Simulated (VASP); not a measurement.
Band structure of Ni$_{3}$Si (L1_2). Computed with r2SCAN meta-GGA, VASP's PBE PAW potentials (set 64) (plane waves; VASP).

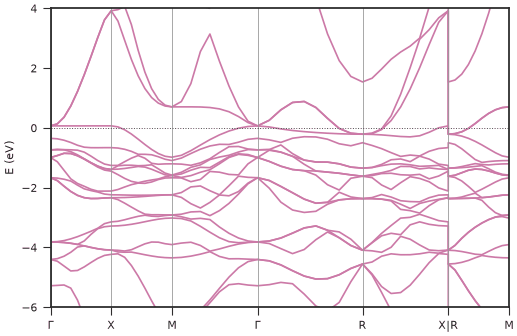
Figure. Bands along high-symmetry lines, zero at the valence-band maximum or, without a gap, the Fermi level

Q: Read the plot: is there a gap, and where are the band edges?

A: It has no gap at this level: it comes out as a metal or semimetal.

The compound is Ni3Si in the L1_2 structure. It was relaxed first. The run is not spin-polarised, so no magnetic state was tried.
